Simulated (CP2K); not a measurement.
**ZnSiH2O: MNDOD**

Aim: the energy change on altering one bond length of ZnSiH2O at MNDOD, from 2 runs. 

The calculation is run with CP2K 2026.2.

4 further runs of the same task are left out: 2 that didn't finish, 2 set aside as unsound or not needed.

## Step 1: The molecule

The species is ZnSiH2O (5 atoms), meant as a singlet with charge 0. Geometry: a GFN2-xTB relaxation, a rough one for these elements and not checked as a minimum.

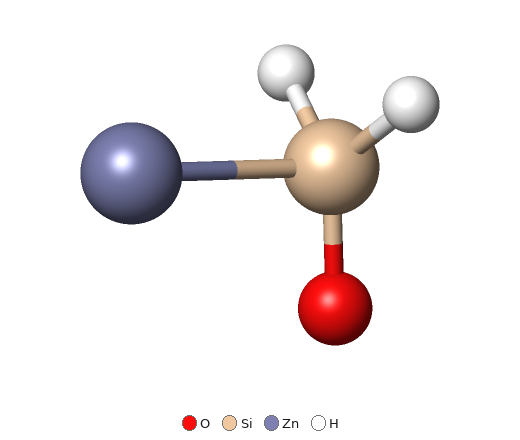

Viewed from a chosen angle; oxygen red, silicon light orange, zinc blue, hydrogen white.

## Step 2: The energy at MNDOD

Input file run.inp:

```
&FORCE_EVAL
  METHOD QUICKSTEP
  &DFT
    &QS
      METHOD MNDOD
      EPS_DEFAULT 1.0E-10
      &SE
        &COULOMB
          CUTOFF [angstrom] 50
          RC_RANGE [angstrom] 0
        &END COULOMB
        &EXCHANGE
          CUTOFF [angstrom] 50
          RC_RANGE [angstrom] 0
        &END EXCHANGE
      &END SE
    &END QS
    &POISSON
      PERIODIC NONE
      POISSON_SOLVER ANALYTIC
    &END POISSON
    &SCF
      SCF_GUESS ATOMIC
      EPS_SCF 1.0E-06
      MAX_SCF 100
      ADDED_MOS 2
      &DIAGONALIZATION
        ALGORITHM STANDARD
      &END DIAGONALIZATION
      &MIXING
        METHOD DIRECT_P_MIXING
        ALPHA 0.4
      &END MIXING
      &SMEAR ON
        METHOD FERMI_DIRAC
        ELECTRONIC_TEMPERATURE [K] 300
      &END SMEAR
    &END SCF
    &PRINT
      &MOMENTS
        PERIODIC F
        REFERENCE COM
        MAX_MOMENT 1
      &END MOMENTS
      &MO ON
        ENERGIES T
        OCCUPATION_NUMBERS T
        NDIGITS 6
        &EACH
          QS_SCF 0
        &END EACH
        ADD_LAST NUMERIC
      &END MO
      &HIRSHFELD OFF
      &END HIRSHFELD
    &END PRINT
  &END DFT
  &SUBSYS
    &CELL
      ABC 10.7 10.8 10.7
      PERIODIC NONE
    &END CELL
    &COORD
      O      1.547640    -0.514210    -0.060450
      Si     0.241760     0.232400    -0.230740
      Zn    -1.107430    -1.304650     1.227770
      H     -0.605810     0.113230    -1.427150
      H     -0.076160     1.473230     0.490570
    &END COORD
    &TOPOLOGY
      &CENTER_COORDINATES
      &END CENTER_COORDINATES
    &END TOPOLOGY
  &END SUBSYS
&END FORCE_EVAL
&GLOBAL
  PROJECT run
  RUN_TYPE ENERGY
  PRINT_LEVEL MEDIUM
&END GLOBAL
```

Run with:

```console
$ OMP_NUM_THREADS=1 cp2k.psmp run.inp > run.out
```

The log of the run:

```text
CP2K| version string:                                       CP2K version 2026.2
[...]
 GLOBAL| Method name                                                        CP2K
[...]
 GLOBAL| Run type                                                         ENERGY
[...]
                             - Atoms:                                          5
[...]
                             - Spherical basis functions:                     19
[...]
 Number of electrons:                                                         14
[...]
     1 P_Mix/Diag. 0.40E+00    0.0     0.71321844       -13.8544827729 -1.39E+01
[...]
    17 DIIS/Diag.  0.12E-06    0.0     0.00000026       -17.0482418256 -1.38E-11
  *** SCF run converged in    17 steps ***
  Core-core repulsion energy [eV]:                            443.00710505629343
  Core Hamiltonian energy [eV]:                              -748.51835491917939
  Two-electron integral energy [eV]:                         -316.79000506371119
  Electronic energy [eV]:                                    -906.91335745103481
  Electronic entropic energy:                                  -0.00000000000000
  Fermi energy:                                                -0.05935542304933
  Total energy [eV]:                                         -463.90625239474150
  Atomic reference energy [eV]:                               464.13148698806981
  Heat of formation [kcal/mol]:                                 5.19403352436723
[...]
 SE_DIPOLE| Moment [Debye]          3.44146071       0.92086028      -1.59561257
 SE_DIPOLE| Derivative [a.u.]       0.00000000       0.00000000       0.00000000
 ENERGY| Total FORCE_EVAL ( QS ) energy [hartree]            -17.048241825561114
[...]
```

It took 1.1 s on 1 thread of Intel Xeon Platinum 8488C (Sapphire Rapids), shared host; peak memory 0.19 GiB.

## Step 3: The distorted shape, same level

Input file job.inp:

```
&GLOBAL
   PROJECT_NAME job
   RUN_TYPE ENERGY
   PRINT_LEVEL MEDIUM
&END GLOBAL
&FORCE_EVAL
   METHOD QS
   &DFT
      &QS
         METHOD MNDOD
         EPS_DEFAULT 1.0E-10
         &SE
            &COULOMB
               CUTOFF [angstrom] 50
               RC_RANGE [angstrom] 0
            &END COULOMB
            &EXCHANGE
               CUTOFF [angstrom] 50
               RC_RANGE [angstrom] 0
            &END EXCHANGE
         &END SE
      &END QS
      &POISSON
         PERIODIC NONE
         POISSON_SOLVER ANALYTIC
      &END POISSON
      &SCF
         SCF_GUESS ATOMIC
         EPS_SCF 1.0E-06
         MAX_SCF 100
         ADDED_MOS 2
         &DIAGONALIZATION
            ALGORITHM STANDARD
         &END DIAGONALIZATION
         &MIXING
            METHOD DIRECT_P_MIXING
            ALPHA 0.4
         &END MIXING
         &SMEAR ON
            METHOD FERMI_DIRAC
            ELECTRONIC_TEMPERATURE [K] 300
         &END SMEAR
      &END SCF
      &PRINT
         &MOMENTS
            PERIODIC F
            REFERENCE COM
            MAX_MOMENT 1
         &END MOMENTS
         &MO ON
            ENERGIES T
            OCCUPATION_NUMBERS T
            NDIGITS 6
            &EACH
               QS_SCF 0
            &END EACH
            ADD_LAST NUMERIC
         &END MO
         &HIRSHFELD OFF
         &END HIRSHFELD
      &END PRINT
   &END DFT
   &SUBSYS
      &CELL
         ABC 10.7 10.9 10.7
         PERIODIC NONE
      &END CELL
      &COORD
         O      1.579422    -0.638255    -0.132559
         Si     0.273542     0.108355    -0.302849
         Zn    -1.075648    -1.428695     1.155661
         H     -0.574028    -0.010815    -1.499259
         H     -0.076160     1.473230     0.490570
      &END COORD
      &TOPOLOGY
         &CENTER_COORDINATES
         &END CENTER_COORDINATES
      &END TOPOLOGY
   &END SUBSYS
&END FORCE_EVAL
```

Run with:

```console
$ OMP_NUM_THREADS=1 cp2k.psmp job.inp > job.out
```

The log of the run:

```text
CP2K| version string:                                       CP2K version 2026.2
[...]
 GLOBAL| Method name                                                        CP2K
[...]
 GLOBAL| Run type                                                         ENERGY
[...]
                             - Atoms:                                          5
[...]
                             - Spherical basis functions:                     19
[...]
 Number of electrons:                                                         14
[...]
     1 P_Mix/Diag. 0.40E+00    0.0     0.69987818       -13.8901805444 -1.39E+01
[...]
    16 DIIS/Diag.  0.38E-06    0.0     0.00000096       -17.0376167436 -1.29E-11
  *** SCF run converged in    16 steps ***
  Core-core repulsion energy [eV]:                            438.66017056551715
  Core Hamiltonian energy [eV]:                              -747.68787312005907
  Two-electron integral energy [eV]:                         -309.17885331243764
  Electronic energy [eV]:                                    -902.27729977627791
  Electronic entropic energy:                                  -0.00000000000000
  Fermi energy:                                                -0.06287338720729
  Total energy [eV]:                                         -463.61712921076071
  Atomic reference energy [eV]:                               464.13148698806981
  Heat of formation [kcal/mol]:                                11.86137306611971
[...]
 SE_DIPOLE| Moment [Debye]          3.41500757       1.12249901      -1.50146852
 SE_DIPOLE| Derivative [a.u.]       0.00000000       0.00000000       0.00000000
 ENERGY| Total FORCE_EVAL ( QS ) energy [hartree]            -17.037616743591563
[...]
```

It took 1.2 s on 1 thread of Intel Xeon Platinum 8488C (Sapphire Rapids), shared host; peak memory 0.19 GiB.

## Step 4: Outcome

Level: MNDOD.

| quantity | value |
| --- | --- |
| first shape: total energy | -17.04824 Eh |
| first shape: dipole moment | 3.90 D |
| first shape: HOMO energy | -10.57 eV |
| first shape: LUMO energy | -0.70 eV |
| first shape: HOMO–LUMO gap | 9.87 eV |
| first shape: heat of formation | 5.2 kcal/mol |
| distorted shape: total energy | -17.03762 Eh |
| distorted shape: dipole moment | 3.90 D |
| distorted shape: HOMO energy | -10.58 eV |
| distorted shape: LUMO energy | -0.80 eV |
| distorted shape: HOMO–LUMO gap | 9.78 eV |
| distorted shape: heat of formation | 11.9 kcal/mol |
| energy change with the Si2–H5 bond stretched from 1.470 to 1.617 Å | 0.289 eV |

What this shows: With the Si2–H5 bond stretched from 1.470 to 1.617 Å the energy rises by 0.29 eV (6.7 kcal/mol). The first shape isn't relaxed at this level, so the change isn't measured from a minimum.
